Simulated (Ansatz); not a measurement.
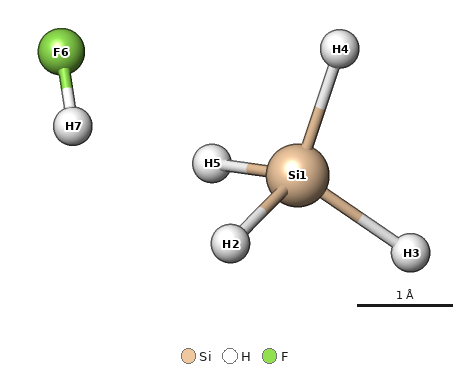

**Figure 1.** The structure as given in the input (ball-and-stick view, seen at a tilt; atoms are numbered from 1 in the order of the input). Bond lengths as drawn: F–H 0.93 Å and H–Si 1.48 to 1.49 Å.

Nudged elastic band of SiH5F

System: SiH5F.
Method: RKS CAM-B3LYP-D4/def2-SVP (Ansatz 0.2.0).

It belongs to a series of runs on one base structure; here: band between the two ends. Figures and captions count atoms from 1; the log counts them from 0 in places.

**Input file**
```yaml
crystal:
  periodic: [false, false, false]
  atoms:
    - { symbol: Si, position_ang: [0.273168, 0.0, -0.110041] }
    - { symbol: H, position_ang: [0.271482, -1.0e-06, 1.383098] }
    - { symbol: H, position_ang: [1.692323, 0.0, -0.557817] }
    - { symbol: H, position_ang: [-0.403036, 1.222858, -0.607823] }
    - { symbol: H, position_ang: [-0.403036, -1.222858, -0.607825] }
    - { symbol: F, position_ang: [-2.416627, -4.0e-06, 1.234221] }
    - { symbol: H, position_ang: [-1.779974, 5.0e-06, 1.906586] }
basis:
  gaussian: { orbitals: def2-SVP }
hamiltonian:
  xc: cam_b3lyp
  dispersion: d4
neb:
  order_check: false
  images: 5
  f_tol: 0.03
  max_iterations: 60
  final_atoms:
    - { symbol: Si, position_ang: [-0.22952926, -4.9e-07, -0.74611425] }
    - { symbol: H, position_ang: [-0.60809546, 1.43e-06, 3.46380333] }
    - { symbol: H, position_ang: [1.12235281, 3.1e-07, -0.13374904] }
    - { symbol: H, position_ang: [-0.43147796, 1.21882903, -1.56730593] }
    - { symbol: H, position_ang: [-0.43147706, -1.21883097, -1.56730473] }
    - { symbol: F, position_ang: [-1.33125577, -3.1e-07, 0.44984563] }
    - { symbol: H, position_ang: [-0.85621731, 9.9e-07, 2.741224] }
  initial_path:
    images:
      - { positions_ang: [[0.273168, 0.0, -0.110041], [0.271482, -1.0e-06, 1.383098], [1.692323, 0.0, -0.557817], [-0.403036, 1.222858, -0.607823], [-0.403036, -1.222858, -0.607825], [-2.416627, -4.0e-06, 1.234221], [-1.779974, 5.0e-06, 1.906586]] }
      - { positions_ang: [[0.18552956, 0.0, -0.06968068], [0.16776597, -4.8e-07, 1.52884916], [1.59486135, 9.0e-08, -0.51754592], [-0.48994966, 1.21237188, -0.56986261], [-0.48994943, -1.21237212, -0.56986369], [-2.21078547, -2.78e-06, 1.00859627], [-1.52317233, 3.41e-06, 1.82990647]] }
      - { positions_ang: [[0.09789111, 0.0, -0.02932036], [0.06404995, 4.0e-08, 1.67460031], [1.49739971, 1.8e-07, -0.47727483], [-0.57686332, 1.20188577, -0.53190222], [-0.57686286, -1.20188623, -0.53190239], [-2.00494394, -1.57e-06, 0.78297154], [-1.26637065, 1.82e-06, 1.75322694]] }
      - { positions_ang: [[0.01025267, 0.0, 0.01103997], [-0.03966608, 5.5e-07, 1.82035147], [1.39993806, 2.7e-07, -0.43700375], [-0.66377698, 1.19139965, -0.49394183], [-0.66377628, -1.19140035, -0.49394108], [-1.79910241, -3.5e-07, 0.55734682], [-1.00956898, 2.3e-07, 1.67654741]] }
      - { positions_ang: [[-0.06967464, -1.6e-07, -0.24134477], [-0.22914254, 8.5e-07, 2.36816876], [1.30740965, 2.8e-07, -0.33591885], [-0.58634397, 1.20054278, -0.85172986], [-0.58634321, -1.20054389, -0.85172897], [-1.64315353, -3.4e-07, 0.52151309], [-0.95845176, 4.8e-07, 2.03143961]] }
      - { positions_ang: [[-0.14960195, -3.3e-07, -0.49372951], [-0.418619, 1.14e-06, 2.91598604], [1.21488123, 3.0e-07, -0.23483394], [-0.50891096, 1.20968591, -1.2095179], [-0.50891013, -1.20968743, -1.20951685], [-1.48720465, -3.2e-07, 0.48567936], [-0.90733453, 7.3e-07, 2.38633181]] }
      - { positions_ang: [[-0.22952926, -4.9e-07, -0.74611425], [-0.60809546, 1.43e-06, 3.46380333], [1.12235281, 3.1e-07, -0.13374904], [-0.43147796, 1.21882903, -1.56730593], [-0.43147706, -1.21883097, -1.56730473], [-1.33125577, -3.1e-07, 0.44984563], [-0.85621731, 9.9e-07, 2.741224]] }
```

Machine: 1 thread of Arm Neoverse V1, 24 GiB of memory available, shared host.

Launch command:
```bash
ansatz run input.yaml --threads 1 --pin off --max-ram 2048MiB --backend cpu --events-out ev --progress --plain --runs-dir out
```

**Log**
```
Engine: ansatz 0.2.0, aarch64-unknown-linux-gnu
Functional definition: CAM-B3LYP
  parameter alpha = 0.19
  parameter beta = 0.46
  parameter omega = 0.33/bohr
  parameter ac = 0.81
  exchange = (1 - alpha - beta)*b88_x + beta*b88_x_sr(omega) + alpha*exact_x + beta*exact_x_lr(omega)
  correlation = (1 - ac)*vwn5_c + ac*lyp_c
591 factors; integrals over basis functions are off by at most 3.3e-4 eV
225 factors; integrals over basis functions are off by at most 1.3e-6 eV
mean field evaluation 1: about -10668.7958 eV, gradient 2.8e1 eV
mean field evaluation 2: about -10668.6848 eV, gradient 3.2e1 eV
mean field evaluation 4: about -10670.0617 eV, gradient 2.1e-1 eV
mean field evaluation 8: about -10670.0609 eV, gradient 1.1e-3 eV
mean field -10670.06094181 eV, -392.1175071845 hartree, gradient 2.1e-5 eV, S^2 0.000000; 0 other end points of the search recorded, 0 dependent functions left out
the calculation of the forces begins
reference -10670.06104124 eV, -392.1175108384 hartree; 14, 14 occupied and 43, 43 virtual orbitals, 591 factors
589 factors; integrals over basis functions are off by at most 3.5e-4 eV
225 factors; integrals over basis functions are off by at most 8.7e-6 eV
mean field evaluation 16: about -10671.0549 eV, gradient 1.9e-1 eV
mean field -10671.05375215 eV, -392.1539922914 hartree, gradient 5.6e-5 eV, S^2 0.000000; 0 other end points of the search recorded, 0 dependent functions left out
[... from here on the field's lines of each further geometry are left out, up to the last ...]
NEB iter   1: max|band force component| = 5.775e0 eV/Å  barrier→ = 2.8524 eV  barrier← = 3.8429 eV  Δτ_max = 0.2000 Å  (146 SCF iters)
NEB iter   2: max|band force component| = 3.003e0 eV/Å  barrier→ = 1.7809 eV  barrier← = 2.7714 eV  Δτ_max = 0.2000 Å  (131 SCF iters)
NEB iter   3: max|band force component| = 3.022e0 eV/Å  barrier→ = 1.3029 eV  barrier← = 2.2934 eV  Δτ_max = 0.2000 Å  (125 SCF iters)
NEB iter   4: max|band force component| = 1.087e0 eV/Å  barrier→ = 1.5085 eV  barrier← = 2.4990 eV  Δτ_max = 0.1935 Å  (121 SCF iters)
NEB iter   5: max|band force component| = 2.274e0 eV/Å  barrier→ = 1.6924 eV  barrier← = 2.6829 eV  Δτ_max = 0.0950 Å  (117 SCF iters)
NEB iter   6: max|band force component| = 8.670e-1 eV/Å  barrier→ = 1.4403 eV  barrier← = 2.4308 eV  Δτ_max = 0.1171 Å  (112 SCF iters)
NEB iter   7: max|band force component| = 5.885e-1 eV/Å  barrier→ = 1.3671 eV  barrier← = 2.3576 eV  Δτ_max = 0.0306 Å  (114 SCF iters)
NEB iter   8: max|band force component| = 4.820e-1 eV/Å  barrier→ = 1.3451 eV  barrier← = 2.3356 eV  CI = image 2  Δτ_max = 0.0838 Å  (103 SCF iters)
NEB iter   9: max|band force component| = 3.112e-1 eV/Å  barrier→ = 1.3844 eV  barrier← = 2.3749 eV  CI = image 2  Δτ_max = 0.0235 Å  (109 SCF iters)
NEB iter  10: max|band force component| = 8.113e-2 eV/Å  barrier→ = 1.3838 eV  barrier← = 2.3742 eV  CI = image 2  Δτ_max = 0.0042 Å  (98 SCF iters)
NEB iter  11: max|band force component| = 3.733e-2 eV/Å  barrier→ = 1.3835 eV  barrier← = 2.3740 eV  CI = image 2  Δτ_max = 0.0016 Å  (84 SCF iters)
the calculation of the forces begins
reference -10671.04214801 eV, -392.1535658474 hartree; 14, 14 occupied and 43, 43 virtual orbitals, 594 factors
593 factors; integrals over basis functions are off by at most 5.9e-4 eV
225 factors; integrals over basis functions are off by at most 1.1e-6 eV
mean field evaluation 448: about -10668.6712 eV, gradient 4.1e-4 eV
mean field -10668.67115057 eV, -392.0664332985 hartree, gradient 3.7e-5 eV, S^2 0.000000; 1 other end points of the search recorded, 0 dependent functions left out
the calculation of the forces begins
reference -10668.67125243 eV, -392.0664370415 hartree; 14, 14 occupied and 43, 43 virtual orbitals, 593 factors
NEB iter  12: max|band force component| = 6.914e-3 eV/Å  barrier→ = 1.3835 eV  barrier← = 2.3740 eV  CI = image 2  Δτ_max = 0.0000 Å  (187 SCF iters)
```

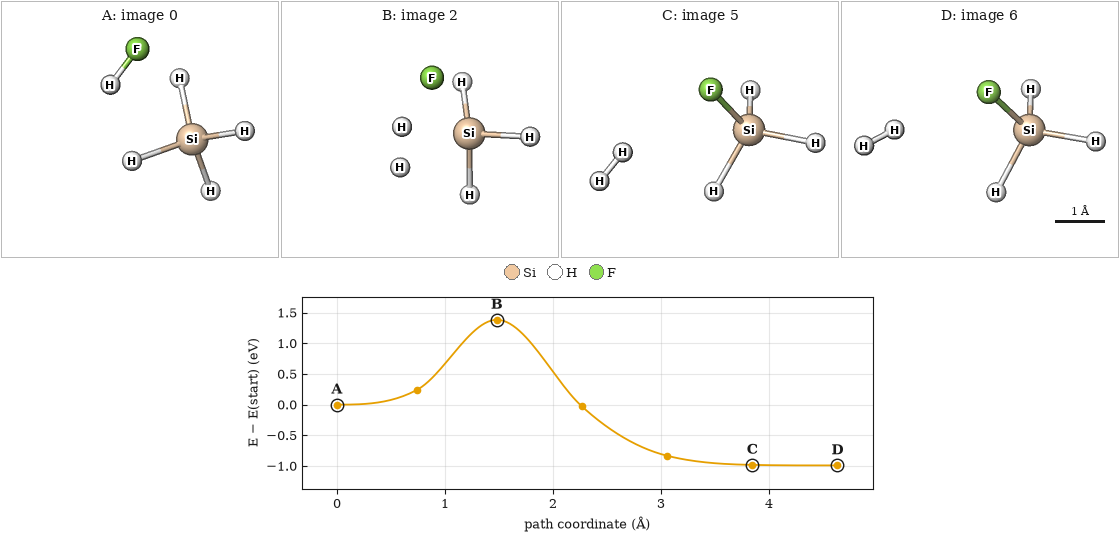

**Figure 2.** Images of the last band (counted from 0; ball-and-stick, seen at a tilt) above the energy along the path; the line is a cubic interpolation that uses the forces. The highest image is number 2, 1.384 eV above the start and 2.374 eV above the end (the climbing image); the end lies 0.990 eV below the start. The path is 4.64 Å long. The band converged in 12 iterations.

```
Total energy: -10668.73227399 eV, -392.0686795427 hartree
Atom 0 at    -0.197637     0.000000    -0.045643 Å, force    -0.000804     0.000005    -0.000644 eV/Å
Atom 1 at     0.052736    -0.000002     1.664332 Å, force     0.006920    -0.000004     0.000999 eV/Å
Atom 2 at     1.301973     0.000002    -0.075227 Å, force    -0.001232    -0.000001     0.001448 eV/Å
Atom 3 at    -0.562517     1.271496    -0.711432 Å, force    -0.000428     0.002165     0.000374 eV/Å
Atom 4 at    -0.562515    -1.271497    -0.711428 Å, force    -0.000428    -0.002166     0.000376 eV/Å
Atom 5 at    -1.873754     0.000003     0.892756 Å, force     0.000450    -0.000003    -0.001438 eV/Å
Atom 6 at    -0.923985    -0.000002     1.627041 Å, force    -0.004477     0.000005    -0.001115 eV/Å
Dipole moment:     0.171119    -0.000001     0.067866 e Å
this run last wrote the band of iteration 12 to [file]
```

**The last band as extended XYZ (Å, eV, eV/Å)**
```
7
Properties=species:S:1:pos:R:3:forces:R:3 image=0 energy=-10670.11567
Si    0.2732    0.0000   -0.1100    0.0004   0.0000   0.0002
H     0.2715    0.0000    1.3831    0.0008   0.0000  -0.0012
H     1.6923    0.0000   -0.5578    0.0001   0.0000   0.0000
H    -0.4030    1.2229   -0.6078   -0.0002   0.0004   0.0004
H    -0.4030   -1.2229   -0.6078   -0.0002  -0.0004   0.0004
F    -2.4166    0.0000    1.2342   -0.0017   0.0000  -0.0024
H    -1.7800    0.0000    1.9066    0.0007   0.0000   0.0025
7
Properties=species:S:1:pos:R:3:forces:R:3 image=1 energy=-10669.87532
Si    0.0873    0.0000   -0.0526    0.3876   0.0000  -0.0095
H     0.1107    0.0000    1.4670    0.0870   0.0000  -0.2737
H     1.5391    0.0000   -0.2987    0.3234   0.0000  -0.3145
H    -0.5166    1.2316   -0.6225    0.0586  -0.0554   0.1231
H    -0.5166   -1.2316   -0.6225    0.0586   0.0554   0.1231
F    -2.1337    0.0000    1.1338   -0.3512   0.0000   0.3399
H    -1.3359    0.0000    1.6358   -0.5640   0.0000   0.0117
7
Properties=species:S:1:pos:R:3:forces:R:3 image=2 energy=-10668.73217
Si   -0.1976    0.0000   -0.0456   -0.0008   0.0000  -0.0006
H     0.0527    0.0000    1.6643    0.0069   0.0000   0.0010
H     1.3020    0.0000   -0.0752   -0.0012   0.0000   0.0014
H    -0.5625    1.2715   -0.7114   -0.0004   0.0022   0.0004
H    -0.5625   -1.2715   -0.7114   -0.0004  -0.0022   0.0004
F    -1.8738    0.0000    0.8928    0.0004   0.0000  -0.0014
H    -0.9240    0.0000    1.6270   -0.0045   0.0000  -0.0011
7
Properties=species:S:1:pos:R:3:forces:R:3 image=3 energy=-10670.14559
Si   -0.3908    0.0000   -0.2444   -0.4108   0.0000  -0.4256
H     0.1103    0.0000    1.9823    0.1214   0.0000   0.6744
H     1.0724    0.0000    0.1199   -0.4901   0.0000   0.4091
H    -0.5602    1.2901   -0.9322    0.0024   0.0389  -0.4681
H    -0.5602   -1.2901   -0.9322    0.0024  -0.0389  -0.4681
F    -1.7794    0.0000    0.6701    0.2021   0.0000  -0.4673
H    -0.6578    0.0000    1.9768    0.5725   0.0000   0.7456
7
Properties=species:S:1:pos:R:3:forces:R:3 image=4 energy=-10670.94902
Si   -0.3831    0.0000   -0.4493   -0.0258   0.0000  -0.1261
H     0.0404    0.0000    2.4615    0.0351   0.0000   0.2706
H     0.8878    0.0000    0.3184   -0.1220   0.0000   0.0504
H    -0.4501    1.2458   -1.2444    0.0045  -0.0270  -0.1848
H    -0.4501   -1.2458   -1.2444    0.0045   0.0270  -0.1848
F    -1.7075    0.0000    0.4970    0.0555   0.0000  -0.0391
H    -0.7032    0.0000    2.3018    0.0483   0.0000   0.2138
7
Properties=species:S:1:pos:R:3:forces:R:3 image=5 energy=-10671.09795
Si   -0.3255    0.0000   -0.6226    0.0007   0.0000  -0.0084
H    -0.2166    0.0000    3.0814   -0.0073   0.0000   0.0298
H     0.9088    0.0000    0.2002    0.0006   0.0000  -0.0094
H    -0.3932    1.2204   -1.4626   -0.0013  -0.0013  -0.0109
H    -0.3932   -1.2204   -1.4626   -0.0013   0.0013  -0.0109
F    -1.6053    0.0000    0.3798    0.0054   0.0000  -0.0027
H    -0.7407    0.0000    2.5269    0.0032   0.0000   0.0126
7
Properties=species:S:1:pos:R:3:forces:R:3 image=6 energy=-10671.10616
Si   -0.2295    0.0000   -0.7461   -0.0157   0.0000   0.0236
H    -0.6081    0.0000    3.4638   -0.0045   0.0000  -0.0135
H     1.1224    0.0000   -0.1337   -0.0052   0.0000  -0.0027
H    -0.4315    1.2188   -1.5673    0.0001  -0.0019   0.0009
H    -0.4315   -1.2188   -1.5673    0.0001   0.0019   0.0009
F    -1.3313    0.0000    0.4498    0.0209   0.0000  -0.0227
H    -0.8562    0.0000    2.7412    0.0043   0.0000   0.0135
```

**Results in brief**

```tsv
quantity	value
outcome	converged
barrier, forward	1.383 eV
barrier, backward	2.374 eV
wall time	83 s
peak memory	0.12 GiB
```

**Notes**

The order of the saddle point was not checked.
